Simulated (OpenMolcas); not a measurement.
**singlet SiH2OF+: levels of theory compared**

We compute a comparison of 6 runs (HF/STO-3G, HF/def2-TZVP, BHLYP/def2-TZVP, M06-L/def2-TZVP, PBE/def2-TZVP, MP2/def2-TZVP) of singlet SiH2OF+. 

The results are computed with OpenMolcas 26.06.

1 further run of the same task is left out (set aside as unsound or not needed).

### 1 The system as given

SiH2OF+: 5 atoms, total charge +1, spin state singlet. As SMILES of the parent species, `O[SiH]F`. Geometry: relaxed at PBE0-D4/def2-TZVP. This is one conformer, not always the lowest. That shape belongs to the parent species and isn't relaxed for this state.

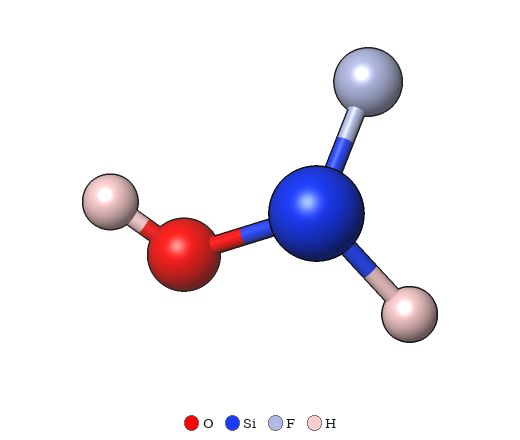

Viewed from a chosen angle; oxygen red, silicon blue, fluorine light blue, hydrogen pink.

### 2 A single-point energy at HF/STO-3G (run 1)

mol.xyz

```xyz
5

O     -0.615200    -0.884600    -0.276300
Si     0.283900     0.245700     0.493100
F      0.207000     1.646500    -0.283100
H     -1.564500    -0.765100    -0.338000
H      1.688800    -0.242600     0.404400
```

run.inp

```
&GATEWAY
 BasLib = $CurrDir
 Coord = mol.xyz
 Basis = STO-3G
 Group = NoSym

&SEWARD

&SCF
 Charge = 1
 Thresholds = 1e-10 1e-07 1e-07 1e-05
 PrOrbitals = 1 2
```

The basis set STO-3G is read from a file made from the Basis Set Exchange's data (not shown).

Launch:

```sh
$ export MOLCAS_MEM=1860
$ pymolcas run.inp > run.log
```

Log:

```text
--- Start Module: gateway ---
[...]
--- Stop Module: gateway /rc=_RC_ALL_IS_WELL_ ---
--- Start Module: seward ---
[...]
      Basis functions           21
--- Stop Module: seward /rc=_RC_ALL_IS_WELL_ ---
--- Start Module: scf ---
[...]
       Convergence after  19 Iterations
[...]
::    Total SCF energy                               -458.4093967673
[...]
      Total spin, S                                     0.0000000000
[...]
      Total electronic charge=   32.000000
      Total            charge=    1.000000
[...]
      Dipole Moment (debye):
      Origin of the operator (angstrom)=    0.0332    0.3538    0.0625
                   X= -7.1633E-01               Y= -7.2691E-01               Z=  3.2017E+00           Total=  3.3605E+00
      Center of Charge (angstrom)
[...]
--- Stop Module: scf /rc=_RC_ALL_IS_WELL_ ---
[...]
```

It took 1.8 s on 1 thread of Arm Neoverse V1, shared host; peak memory 0.37 GiB.

### 3 A single-point energy at HF/def2-TZVP (run 2)

mol.inp

```
>>> EXPORT MOLCAS_PRINT=2

&GATEWAY
 BasLib=$CurrDir
 BasisSet
 O.def2-TZVP....
 O1 -0.615200 -0.884600 -0.276300 angstrom
 End of Basis
 BasisSet
 Si.def2-TZVP....
 Si2 0.283900 0.245700 0.493100 angstrom
 End of Basis
 BasisSet
 F.def2-TZVP....
 F3 0.207000 1.646500 -0.283100 angstrom
 End of Basis
 BasisSet
 H.def2-TZVP....
 H4 -1.564500 -0.765100 -0.338000 angstrom
 H5 1.688800 -0.242600 0.404400 angstrom
 End of Basis

&SEWARD

&SCF
 Charge=1
 Thresholds=1e-10 1e-07 1e-07 1e-05
 PrOrbitals=1
```

The basis set def2-TZVP is read from a file made from the Basis Set Exchange's data (not shown).

Launch:

```sh
$ export MOLCAS_MEM=1860
$ pymolcas mol.inp > mol.log
```

Log:

```text
--- Start Module: gateway ---
[...]
--- Stop Module: gateway /rc=_RC_ALL_IS_WELL_ ---
--- Start Module: seward ---
[...]
      Basis functions          111
--- Stop Module: seward /rc=_RC_ALL_IS_WELL_ ---
[...]
--- Start Module: scf ---
[...]
       Convergence after  18 Iterations
[...]
::    Total SCF energy                               -464.2377547623
[...]
      Total spin, S                                     0.0000000000
[...]
      Total electronic charge=   32.000000
      Total            charge=    1.000000
[...]
      Dipole Moment (debye):
      Origin of the operator (angstrom)=    0.0332    0.3538    0.0625
                   X= -5.1945E-01               Y= -1.2469E+00               Z=  4.0019E+00           Total=  4.2237E+00
      Center of Charge (angstrom)
[...]
--- Stop Module: scf /rc=_RC_ALL_IS_WELL_ ---
[...]
```

It took 16 s on 1 thread of Arm Neoverse V1, shared host; peak memory 0.66 GiB.

Runs 3 to 4 aren't shown in full; the table further down has their settings and results.

### 4 The energy at PBE/def2-TZVP (run 5)

calc.inp

```
&GATEWAY
 BasLib = $CurrDir
 Coord
 5
 bohr
 O     -1.16255951    -1.67165173    -0.52213133
 Si     0.53649325     0.46430571     0.93182395
 F      0.39117331     3.11143406    -0.53498147
 H     -2.95647652    -1.44582946    -0.63872743
 H      3.19136948    -0.45844756     0.76420524
 Basis = def2-TZVP
 Group = NoSym

&SEWARD
 GridInput
 Grid=UltraFine
 End of Grid

&SCF
 Charge = 1
 KSDFT = PBE
 Thresholds = 1e-10 1e-07 1e-07 1e-05
 PrOrbitals = 1 2
```

The basis set def2-TZVP is read from a file made from the Basis Set Exchange's data (not shown).

Launch:

```sh
$ export MOLCAS_MEM=1860
$ pymolcas calc.inp > calc.log
```

Log:

```text
--- Start Module: gateway ---
[...]
--- Stop Module: gateway /rc=_RC_ALL_IS_WELL_ ---
--- Start Module: seward ---
[...]
      Basis functions          111
--- Stop Module: seward /rc=_RC_ALL_IS_WELL_ ---
[...]
--- Start Module: scf ---
[...]
       Convergence after  22 Iterations
[...]
::    Total KS-DFT energy                            -465.2653198527
[...]
      Total spin, S                                     0.0000000000
[...]
      Total electronic charge=   32.000000
      Total            charge=    1.000000
[...]
      Dipole Moment (debye):
      Origin of the operator (angstrom)=    0.0332    0.3538    0.0625
                   X= -5.1024E-01               Y= -1.3841E+00               Z=  2.9537E+00           Total=  3.3016E+00
      Center of Charge (angstrom)
[...]
--- Stop Module: scf /rc=_RC_ALL_IS_WELL_ ---
[...]
```

Wall time 43 s (1 thread of Arm Neoverse V1, shared host); peak memory 0.66 GiB.

### 5 A single-point energy at MP2/def2-TZVP (run 6)

run.inp

```
* FH2OSi MP2
&GATEWAY
BASLIB=$CurrDir
COORD
5
bohr
O     -1.16255951    -1.67165173    -0.52213133
Si     0.53649325     0.46430571     0.93182395
F      0.39117331     3.11143406    -0.53498147
H     -2.95647652    -1.44582946    -0.63872743
H      3.19136948    -0.45844756     0.76420524
BASIS=def2-TZVP
GROUP=NoSym
&SEWARD
&SCF
CHARGE=1
THRESHOLDS=1e-10 1e-07 1e-07 1e-05
PRORBITALS=1
&MBPT2
FROZEN=7
```

The basis set def2-TZVP is read from a file made from the Basis Set Exchange's data (not shown).

Launch:

```sh
$ export MOLCAS_MEM=1860
$ pymolcas run.inp > run.log
```

Log:

```text
--- Start Module: gateway ---
[...]
--- Stop Module: gateway /rc=_RC_ALL_IS_WELL_ ---
[...]
      Basis functions          111
[...]
--- Start Module: scf ---
[...]
       Convergence after  18 Iterations
[...]
::    Total SCF energy                               -464.2377547625
[...]
      Total spin, S                                     0.0000000000
[...]
      Total electronic charge=   32.000000
      Total            charge=    1.000000
[...]
      Dipole Moment (debye):
      Origin of the operator (angstrom)=    0.0332    0.3538    0.0625
                   X= -5.1945E-01               Y= -1.2469E+00               Z=  4.0019E+00           Total=  4.2237E+00
      Center of Charge (angstrom)
[...]
--- Stop Module: scf /rc=_RC_ALL_IS_WELL_ ---
[...]
--- Start Module: mbpt2 ---
[...]
WARNING!
Default frozen orbitals as non valence orbitals is overwritten by user input.
Default values:   4
[...]
       Reference weight ( Cref**2 )         =        0.87273
::    Total MBPT2 energy                             -464.8274902341
[...]
      Total MBPT2 calculations                           0.50      0.57
--- Stop Module: mbpt2 /rc=_RC_ALL_IS_WELL_ ---
[...]
```

It took 16 s on 1 thread of Arm Neoverse V1, shared host; peak memory 0.66 GiB.

### 6 All runs side by side

```csv
run,level,integration grid,frozen core orbitals,energy (Eh),HOMO energy (eV),LUMO energy (eV),HOMO–LUMO gap (eV),wall time
1,HF/STO-3G,–,–,-458.409397,-18.47,-5.02,13.44,1.8 s
2,HF/def2-TZVP,–,–,-464.237755,-21.49,-7.99,13.49,16 s
3,BHLYP/def2-TZVP,UltraFine,–,-465.508069,-18.87,-10.43,8.44,36 s
4,M06-L/def2-TZVP,UltraFine,–,-465.550180,-15.70,-11.94,3.75,61 s
5,PBE/def2-TZVP,UltraFine,–,-465.265320,-15.46,-12.08,3.38,43 s
6,MP2/def2-TZVP,–,7,-464.827490,-21.49,-7.99,13.49,16 s
```

### 7 Summary of results

```
                                          quantity          value
                               run 6: total energy  -464.82749 Eh
        run 6: HOMO energy (Hartree–Fock orbitals)      -21.49 eV
        run 6: LUMO energy (Hartree–Fock orbitals)       -7.99 eV
      run 6: HOMO–LUMO gap (Hartree–Fock orbitals)       13.49 eV
run 6: correlation energy (7 core orbitals frozen)     -589.7 mEh
```

**Reading.** Over runs 1, 2, 3, 4, 5 the HOMO–LUMO gap runs from 3.38 eV (PBE/def2-TZVP) to 13.49 eV (HF/def2-TZVP). Exact exchange widens orbital gaps. Totals of different functionals can't be ranked against each other. In run 1 the basis is minimal, so the values are rough. All runs together took 2.9 min, the longest 61 s.
